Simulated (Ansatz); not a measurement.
## SiH₂ClF: molecular dynamics (part 5 of 5)

Continued. System: SiH₂ClF. Method: RKS BLYP-D4/def2-SVP (Ansatz 0.2.0). It belongs to a series of runs on one base structure; here: dynamics from the highest image of the converged band.

Geometry of the input (Å):
```
Si 0.1636  0.0135  -0.5395
Cl 1.3295  0.0941  1.8855
H  1.5981  -0.0789  0.3921
H  -0.7814  1.1670  -0.2266
F  -0.8192  -1.3017  -0.4568
```

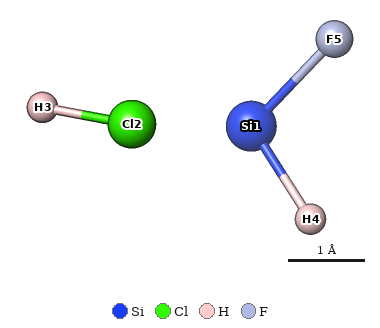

Fig. 1: The geometry at step 174 of the log (ball-and-stick view, seen at a tilt; atoms are numbered from 1 in the order of the input).

## Trajectory as extended XYZ, continued
```
5
Properties=species:S:1:pos:R:3:forces:R:3 step=148 time_fs=74.0 energy=-23140.70486 temperature=327.9
Si    0.0660    0.0153   -0.7510   -0.4018   0.2194   0.2304
Cl    1.4169    0.1048    2.0427    0.1939   0.0227  -0.3263
H     2.4573    0.1141    1.2392   -0.2327  -0.0183   0.2394
H    -0.9712    1.1357   -0.2400    0.3395  -0.4220  -0.1309
F    -0.8736   -1.3329   -0.4817    0.1011   0.1981  -0.0126
5
Properties=species:S:1:pos:R:3:forces:R:3 step=149 time_fs=74.5 energy=-23140.70746 temperature=334.6
Si    0.0647    0.0154   -0.7533   -0.3788   0.1960   0.2245
Cl    1.4178    0.1048    2.0441    0.1641   0.0228  -0.3010
H     2.4663    0.1146    1.2537   -0.2070  -0.0182   0.2103
H    -0.9707    1.1323   -0.2411    0.3197  -0.3973  -0.1206
F    -0.8738   -1.3331   -0.4817    0.1019   0.1967  -0.0133
5
Properties=species:S:1:pos:R:3:forces:R:3 step=151 time_fs=75.5 energy=-23140.71386 temperature=351.0
Si    0.0620    0.0158   -0.7580   -0.3042   0.1248   0.1978
Cl    1.4196    0.1050    2.0470    0.0681   0.0227  -0.2262
H     2.4830    0.1156    1.2843   -0.1193  -0.0177   0.1286
H    -0.9674    1.1230   -0.2443    0.2543  -0.3198  -0.0863
F    -0.8743   -1.3334   -0.4817    0.1011   0.1900  -0.0138
5
Properties=species:S:1:pos:R:3:forces:R:3 step=152 time_fs=76.0 energy=-23140.71694 temperature=358.9
Si    0.0606    0.0160   -0.7602   -0.2533   0.0776   0.1771
Cl    1.4206    0.1050    2.0484    0.0074   0.0226  -0.1819
H     2.4908    0.1160    1.3001   -0.0628  -0.0173   0.0811
H    -0.9648    1.1171   -0.2462    0.2092  -0.2677  -0.0625
F    -0.8746   -1.3335   -0.4816    0.0995   0.1848  -0.0138
5
Properties=species:S:1:pos:R:3:forces:R:3 step=154 time_fs=77.0 energy=-23140.72119 temperature=369.7
Si    0.0578    0.0164   -0.7648   -0.1282  -0.0368   0.1228
Cl    1.4224    0.1052    2.0512   -0.1193   0.0222  -0.0952
H     2.5062    0.1168    1.3321    0.0553  -0.0164  -0.0116
H    -0.9583    1.1035   -0.2505    0.0975  -0.1400  -0.0030
F    -0.8750   -1.3337   -0.4816    0.0947   0.1710  -0.0130
5
Properties=species:S:1:pos:R:3:forces:R:3 step=155 time_fs=77.5 energy=-23140.72191 temperature=371.6
Si    0.0563    0.0166   -0.7670   -0.0564  -0.1019   0.0903
Cl    1.4233    0.1052    2.0526   -0.1759   0.0221  -0.0590
H     2.5140    0.1171    1.3482    0.1077  -0.0159  -0.0505
H    -0.9546    1.0961   -0.2526    0.0330  -0.0668   0.0317
F    -0.8752   -1.3337   -0.4816    0.0916   0.1625  -0.0124
5
Properties=species:S:1:pos:R:3:forces:R:3 step=157 time_fs=78.5 energy=-23140.72025 temperature=367.3
Si    0.0534    0.0169   -0.7715    0.0966  -0.2391   0.0188
Cl    1.4251    0.1054    2.0554   -0.2529   0.0221  -0.0136
H     2.5305    0.1176    1.3798    0.1763  -0.0154  -0.1009
H    -0.9472    1.0811   -0.2566   -0.1045   0.0896   0.1067
F    -0.8755   -1.3338   -0.4816    0.0845   0.1428  -0.0110
5
Properties=species:S:1:pos:R:3:forces:R:3 step=158 time_fs=79.0 energy=-23140.71811 temperature=361.9
Si    0.0520    0.0171   -0.7738    0.1728  -0.3065  -0.0175
Cl    1.4260    0.1055    2.0568   -0.2664   0.0223  -0.0074
H     2.5394    0.1178    1.3953    0.1858  -0.0153  -0.1094
H    -0.9437    1.0738   -0.2583   -0.1729   0.1678   0.1446
F    -0.8757   -1.3338   -0.4816    0.0808   0.1317  -0.0102
5
Properties=species:S:1:pos:R:3:forces:R:3 step=160 time_fs=80.0 energy=-23140.71240 temperature=347.2
Si    0.0492    0.0173   -0.7782    0.3095  -0.4243  -0.0836
Cl    1.4277    0.1056    2.0595   -0.2366   0.0232  -0.0276
H     2.5584    0.1180    1.4255    0.1484  -0.0158  -0.0934
H    -0.9383    1.0606   -0.2605   -0.2947   0.3091   0.2136
F    -0.8760   -1.3337   -0.4816    0.0735   0.1079  -0.0089
5
Properties=species:S:1:pos:R:3:forces:R:3 step=162 time_fs=81.0 energy=-23140.70677 temperature=332.8
Si    0.0465    0.0174   -0.7827    0.4045  -0.4996  -0.1296
Cl    1.4293    0.1058    2.0623   -0.1409   0.0244  -0.0804
H     2.5788    0.1182    1.4548    0.0460  -0.0168  -0.0445
H    -0.9356    1.0503   -0.2607   -0.3765   0.4094   0.2625
F    -0.8762   -1.3336   -0.4817    0.0669   0.0826  -0.0080
5
Properties=species:S:1:pos:R:3:forces:R:3 step=163 time_fs=81.5 energy=-23140.70467 temperature=327.4
Si    0.0452    0.0174   -0.7850    0.4298  -0.5150  -0.1411
Cl    1.4301    0.1059    2.0637   -0.0770   0.0250  -0.1126
H     2.5892    0.1182    1.4692   -0.0208  -0.0175  -0.0141
H    -0.9356    1.0466   -0.2599   -0.3961   0.4376   0.2757
F    -0.8764   -1.3336   -0.4817    0.0642   0.0698  -0.0078
5
Properties=species:S:1:pos:R:3:forces:R:3 step=165 time_fs=82.5 energy=-23140.70275 temperature=322.5
Si    0.0427    0.0172   -0.7896    0.4291  -0.4950  -0.1369
Cl    1.4317    0.1060    2.0664    0.0584   0.0260  -0.1751
H     2.6097    0.1181    1.4981   -0.1614  -0.0187   0.0451
H    -0.9384    1.0423   -0.2562   -0.3859   0.4433   0.2749
F    -0.8766   -1.3334   -0.4817    0.0598   0.0444  -0.0081
5
Properties=species:S:1:pos:R:3:forces:R:3 step=166 time_fs=83.0 energy=-23140.70295 temperature=323.0
Si    0.0415    0.0171   -0.7919    0.4033  -0.4601  -0.1208
Cl    1.4325    0.1061    2.0677    0.1203   0.0264  -0.2006
H     2.6195    0.1179    1.5127   -0.2254  -0.0192   0.0691
H    -0.9412    1.0418   -0.2534   -0.3564   0.4210   0.2608
F    -0.8766   -1.3333   -0.4817    0.0582   0.0320  -0.0085
5
Properties=species:S:1:pos:R:3:forces:R:3 step=168 time_fs=84.0 energy=-23140.70499 temperature=328.1
Si    0.0392    0.0167   -0.7965    0.3088  -0.3488  -0.0640
Cl    1.4341    0.1063    2.0703    0.2114   0.0264  -0.2321
H     2.6373    0.1175    1.5424   -0.3201  -0.0197   0.0979
H    -0.9492    1.0437   -0.2460   -0.2562   0.3339   0.2080
F    -0.8768   -1.3331   -0.4817    0.0560   0.0082  -0.0098
5
Properties=species:S:1:pos:R:3:forces:R:3 step=169 time_fs=84.5 energy=-23140.70632 temperature=331.5
Si    0.0381    0.0164   -0.7989    0.2455  -0.2778  -0.0259
Cl    1.4350    0.1064    2.0716    0.2348   0.0261  -0.2365
H     2.6451    0.1173    1.5576   -0.3449  -0.0198   0.1012
H    -0.9543    1.0459   -0.2415   -0.1907   0.2744   0.1720
F    -0.8769   -1.3330   -0.4817    0.0553  -0.0030  -0.0107
5
Properties=species:S:1:pos:R:3:forces:R:3 step=171 time_fs=85.5 energy=-23140.70810 temperature=336.0
Si    0.0360    0.0158   -0.8035    0.1025  -0.1205   0.0612
Cl    1.4367    0.1066    2.0742    0.2292   0.0251  -0.2227
H     2.6582    0.1166    1.5886   -0.3416  -0.0194   0.0853
H    -0.9655    1.0521   -0.2313   -0.0444   0.1389   0.0888
F    -0.8770   -1.3328   -0.4818    0.0544  -0.0240  -0.0126
5
Properties=species:S:1:pos:R:3:forces:R:3 step=172 time_fs=86.0 energy=-23140.70804 temperature=335.8
Si    0.0349    0.0155   -0.8059    0.0290  -0.0403   0.1068
Cl    1.4375    0.1067    2.0754    0.2000   0.0243  -0.2057
H     2.6636    0.1162    1.6045   -0.3134  -0.0191   0.0675
H    -0.9714    1.0557   -0.2259    0.0304   0.0689   0.0450
F    -0.8770   -1.3327   -0.4818    0.0539  -0.0339  -0.0136
5
Properties=species:S:1:pos:R:3:forces:R:3 step=174 time_fs=87.0 energy=-23140.70526 temperature=328.7
Si    0.0328    0.0149   -0.8105   -0.1085   0.1112   0.1944
Cl    1.4393    0.1069    2.0779    0.0960   0.0227  -0.1576
H     2.6720    0.1152    1.6367   -0.2110  -0.0182   0.0180
H    -0.9827    1.0634   -0.2147    0.1709  -0.0634  -0.0396
F    -0.8771   -1.3325   -0.4818    0.0526  -0.0524  -0.0152
5
Properties=species:S:1:pos:R:3:forces:R:3 step=175 time_fs=87.5 energy=-23140.70251 temperature=321.6
Si    0.0317    0.0146   -0.8128   -0.1686   0.1788   0.2340
Cl    1.4402    0.1070    2.0791    0.0271   0.0219  -0.1296
H     2.6755    0.1147    1.6528   -0.1429  -0.0177  -0.0105
H    -0.9878    1.0671   -0.2093    0.2329  -0.1220  -0.0781
F    -0.8771   -1.3324   -0.4819    0.0515  -0.0611  -0.0158
5
Properties=species:S:1:pos:R:3:forces:R:3 step=177 time_fs=88.5 energy=-23140.69503 temperature=302.4
Si    0.0295    0.0141   -0.8173   -0.2651   0.2922   0.3004
Cl    1.4421    0.1072    2.0815   -0.1225   0.0207  -0.0748
H     2.6815    0.1135    1.6850    0.0054  -0.0170  -0.0661
H    -0.9963    1.0735   -0.1990    0.3342  -0.2181  -0.1433
F    -0.8772   -1.3323   -0.4819    0.0481  -0.0778  -0.0162
5
Properties=species:S:1:pos:R:3:forces:R:3 step=178 time_fs=89.0 energy=-23140.69084 temperature=291.7
Si    0.0284    0.0138   -0.8195   -0.3000   0.3367   0.3261
Cl    1.4430    0.1073    2.0827   -0.1928   0.0203  -0.0514
H     2.6844    0.1128    1.7009    0.0749  -0.0168  -0.0897
H    -0.9994    1.0760   -0.1943    0.3722  -0.2543  -0.1690
F    -0.8772   -1.3323   -0.4819    0.0457  -0.0858  -0.0161
5
Properties=species:S:1:pos:R:3:forces:R:3 step=180 time_fs=90.0 energy=-23140.68327 temperature=272.2
Si    0.0261    0.0134   -0.8239   -0.3412   0.4001   0.3608
Cl    1.4447    0.1075    2.0851   -0.2975   0.0200  -0.0198
H     2.6909    0.1114    1.7320    0.1781  -0.0168  -0.1216
H    -1.0028    1.0790   -0.1863    0.4214  -0.3018  -0.2047
F    -0.8772   -1.3322   -0.4820    0.0392  -0.1014  -0.0148
5
Properties=species:S:1:pos:R:3:forces:R:3 step=182 time_fs=91.0 energy=-23140.67863 temperature=260.3
Si    0.0236    0.0132   -0.8281   -0.3439   0.4288   0.3721
Cl    1.4464    0.1078    2.0874   -0.3280   0.0203  -0.0122
H     2.6991    0.1098    1.7620    0.2069  -0.0173  -0.1293
H    -1.0023    1.0792   -0.1802    0.4345  -0.3155  -0.2185
F    -0.8772   -1.3322   -0.4821    0.0305  -0.1163  -0.0121
5
Properties=species:S:1:pos:R:3:forces:R:3 step=183 time_fs=91.5 energy=-23140.67775 temperature=258.0
Si    0.0224    0.0131   -0.8302   -0.3310   0.4301   0.3687
Cl    1.4472    0.1079    2.0886   -0.3112   0.0206  -0.0169
H     2.7039    0.1089    1.7765    0.1892  -0.0175  -0.1247
H    -1.0004    1.0782   -0.1779    0.4276  -0.3096  -0.2168
F    -0.8771   -1.3322   -0.4821    0.0253  -0.1235  -0.0103
5
Properties=species:S:1:pos:R:3:forces:R:3 step=185 time_fs=92.5 energy=-23140.67839 temperature=259.6
Si    0.0198    0.0131   -0.8342   -0.2773   0.4064   0.3433
Cl    1.4487    0.1081    2.0910   -0.2209   0.0211  -0.0377
H     2.7148    0.1070    1.8046    0.0971  -0.0179  -0.1038
H    -0.9937    1.0739   -0.1749    0.3875  -0.2726  -0.1961
F    -0.8771   -1.3322   -0.4822    0.0136  -0.1369  -0.0057
5
Properties=species:S:1:pos:R:3:forces:R:3 step=186 time_fs=93.0 energy=-23140.67942 temperature=262.2
Si    0.0184    0.0131   -0.8362   -0.2369   0.3815   0.3213
Cl    1.4495    0.1082    2.0921   -0.1552   0.0212  -0.0511
H     2.7207    0.1060    1.8183    0.0305  -0.0180  -0.0903
H    -0.9889    1.0707   -0.1741    0.3546  -0.2417  -0.1768
F    -0.8771   -1.3323   -0.4822    0.0071  -0.1431  -0.0030
5
Properties=species:S:1:pos:R:3:forces:R:3 step=188 time_fs=94.0 energy=-23140.68133 temperature=267.0
Si    0.0157    0.0133   -0.8400   -0.1315   0.3062   0.2592
Cl    1.4510    0.1085    2.0945   -0.0089   0.0212  -0.0766
H     2.7325    0.1039    1.8451   -0.1177  -0.0176  -0.0647
H    -0.9769    1.0628   -0.1737    0.2646  -0.1562  -0.1209
F    -0.8770   -1.3325   -0.4823   -0.0064  -0.1536   0.0030
5
Properties=species:S:1:pos:R:3:forces:R:3 step=189 time_fs=94.5 energy=-23140.68167 temperature=267.9
Si    0.0143    0.0134   -0.8419   -0.0678   0.2566   0.2196
Cl    1.4517    0.1086    2.0956    0.0607   0.0210  -0.0865
H     2.7381    0.1028    1.8582   -0.1883  -0.0172  -0.0547
H    -0.9699    1.0582   -0.1740    0.2087  -0.1025  -0.0847
F    -0.8770   -1.3326   -0.4824   -0.0133  -0.1579   0.0062
5
Properties=species:S:1:pos:R:3:forces:R:3 step=191 time_fs=95.5 energy=-23140.68019 temperature=264.0
Si    0.0115    0.0138   -0.8457    0.0755   0.1377   0.1266
Cl    1.4532    0.1088    2.0979    0.1689   0.0204  -0.0972
H     2.7477    0.1004    1.8841   -0.2981  -0.0162  -0.0436
H    -0.9545    1.0485   -0.1751    0.0803   0.0218   0.0013
F    -0.8770   -1.3329   -0.4825   -0.0267  -0.1636   0.0129
5
Properties=species:S:1:pos:R:3:forces:R:3 step=192 time_fs=96.0 energy=-23140.67828 temperature=259.1
Si    0.0101    0.0139   -0.8475    0.1519   0.0711   0.0751
Cl    1.4539    0.1090    2.0991    0.2004   0.0201  -0.0975
H     2.7515    0.0992    1.8969   -0.3302  -0.0157  -0.0431
H    -0.9465    1.0436   -0.1757    0.0110   0.0894   0.0493
F    -0.8769   -1.3331   -0.4825   -0.0330  -0.1649   0.0162
5
Properties=species:S:1:pos:R:3:forces:R:3 step=194 time_fs=97.0 energy=-23140.67247 temperature=244.2
Si    0.0074    0.0143   -0.8512    0.3022  -0.0658  -0.0300
Cl    1.4555    0.1092    2.1014    0.2080   0.0198  -0.0893
H     2.7567    0.0966    1.9222   -0.3388  -0.0151  -0.0509
H    -0.9304    1.0346   -0.1764   -0.1274   0.2249   0.1478
F    -0.8769   -1.3335   -0.4826   -0.0440  -0.1638   0.0224
5
Properties=species:S:1:pos:R:3:forces:R:3 step=195 time_fs=97.5 energy=-23140.66894 temperature=235.1
Si    0.0060    0.0145   -0.8531    0.3708  -0.1309  -0.0798
Cl    1.4563    0.1094    2.1025    0.1833   0.0199  -0.0815
H     2.7581    0.0952    1.9346   -0.3144  -0.0150  -0.0584
H    -0.9228    1.0309   -0.1763   -0.1913   0.2873   0.1947
F    -0.8769   -1.3337   -0.4826   -0.0485  -0.1612   0.0251
5
Properties=species:S:1:pos:R:3:forces:R:3 step=197 time_fs=98.5 energy=-23140.66188 temperature=217.0
Si    0.0035    0.0148   -0.8568    0.4804  -0.2397  -0.1627
Cl    1.4579    0.1096    2.1047    0.0830   0.0209  -0.0621
H     2.7587    0.0924    1.9591   -0.2142  -0.0159  -0.0775
H    -0.9090    1.0256   -0.1745   -0.2944   0.3865   0.2728
F    -0.8769   -1.3343   -0.4827   -0.0548  -0.1518   0.0295
5
Properties=species:S:1:pos:R:3:forces:R:3 step=198 time_fs=99.0 energy=-23140.65888 temperature=209.3
Si    0.0022    0.0149   -0.8587    0.5163  -0.2778  -0.1916
Cl    1.4587    0.1098    2.1058    0.0130   0.0218  -0.0519
H     2.7582    0.0910    1.9711   -0.1441  -0.0168  -0.0875
H    -0.9032    1.0243   -0.1727   -0.3287   0.4177   0.2999
F    -0.8770   -1.3346   -0.4827   -0.0565  -0.1450   0.0311
5
Properties=species:S:1:pos:R:3:forces:R:3 step=200 time_fs=100.0 energy=-23140.65498 temperature=199.3
Si   -0.0001    0.0151   -0.8625    0.5417  -0.3114  -0.2158
Cl    1.4604    0.1100    2.1080   -0.1450   0.0244  -0.0339
H     2.7563    0.0879    1.9943    0.0147  -0.0195  -0.1054
H    -0.8938    1.0247   -0.1669   -0.3547   0.4337   0.3223
F    -0.8770   -1.3352   -0.4827   -0.0567  -0.1272   0.0328
```
